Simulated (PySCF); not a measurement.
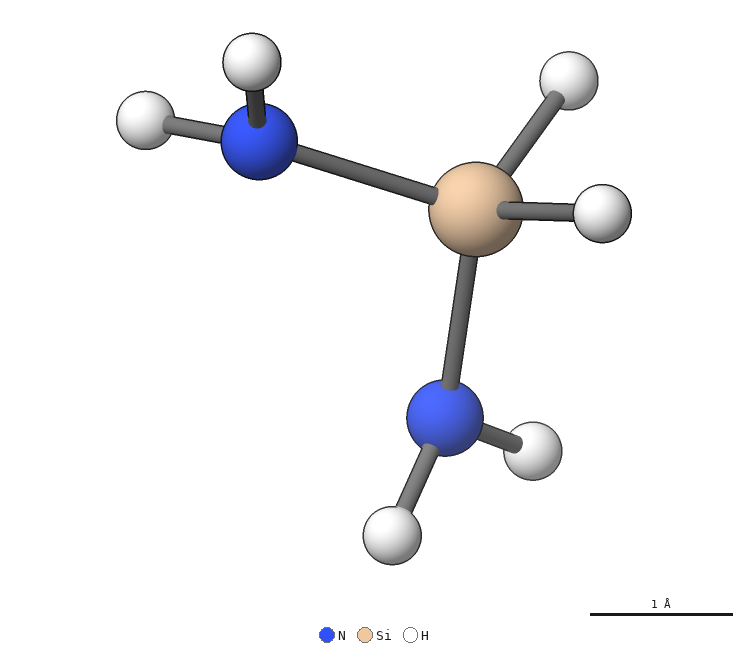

> Give the formula.

H6N2Si, 9 atoms: 6 hydrogen, 2 nitrogen and 1 silicon.

> Give a SMILES string for it.

N[SiH2]N

> Does it have rings?

It has no ring.

> Name functional groups in it.

Among them: Si–H bond, Si–N bond.

> Which point group does it belong to?

C2.

The parts below concern this one geometry. Atoms keep their numbers from picture to picture. The geometry was computed by an optimisation with PBE0-D3(BJ)/def2-SVP. No frequency run is at hand to confirm it as a minimum.

## Electronic properties

No frequency run is at hand to confirm it as a minimum. Properties computed with PBE0/pcSseg-1 in chloroform (IEF-PCM) (PySCF 2.14.0).

> What is the HOMO–LUMO gap?

8.66 eV.

> Estimate the dipole moment.

0.79 D.

> Estimate the HOMO energy (Kohn–Sham orbital).

−7.16 eV.

## NMR shielding

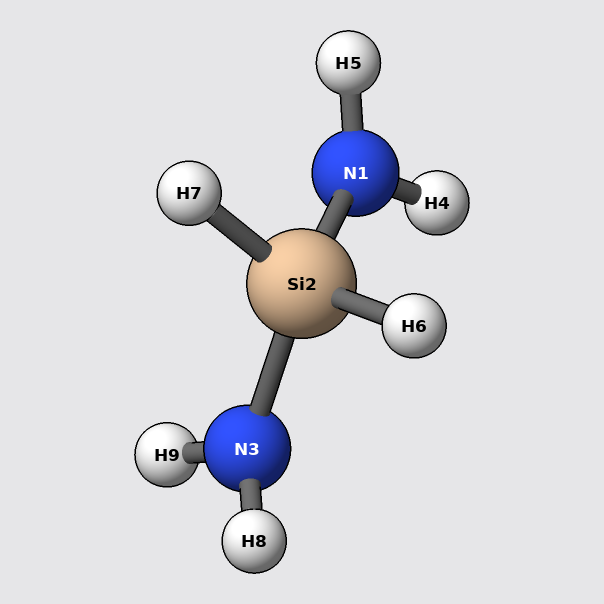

No frequency run is at hand to confirm it as a minimum. Level of theory: GIAO PBE0/pcSseg-1 NMR shielding, non-relativistic, IEF-PCM chloroform (PySCF 2.14.0). Principal shieldings σ11 ≤ σ22 ≤ σ33, span Ω = σ33 − σ11, skew κ = 3(σiso − σ22)/Ω.

Give the shielding tensors of the Si atoms.

```csv
atom,σ11,σ22,σ33,σiso,Ω,κ
Si2,347.6,385.9,447.9,393.8,100.3,0.24
```

Shieldings and span in ppm.

## Excitation

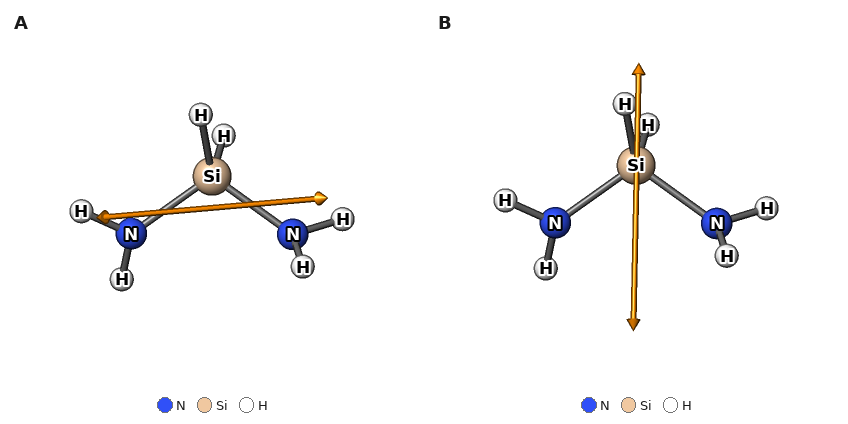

The double arrows show the directions of two transition dipoles from the ground state (lengths mean nothing). No frequency run is at hand to confirm it as a minimum. Properties computed with TDDFT PBE0/def2-SVPD, vertical, IEF-PCM chloroform (non-equilibrium linear response), core orbitals frozen in the response (PySCF 2.14.0).

> One belongs to singlet state 1 and one to singlet state 2. Which is which?

A: state 1, 6.57 eV (189 nm), oscillator strength 0.033, mainly HOMO → LUMO (weight 0.89).
B: state 2, 6.72 eV (185 nm), oscillator strength 0.052, mainly HOMO−1 → LUMO (weight 0.52).
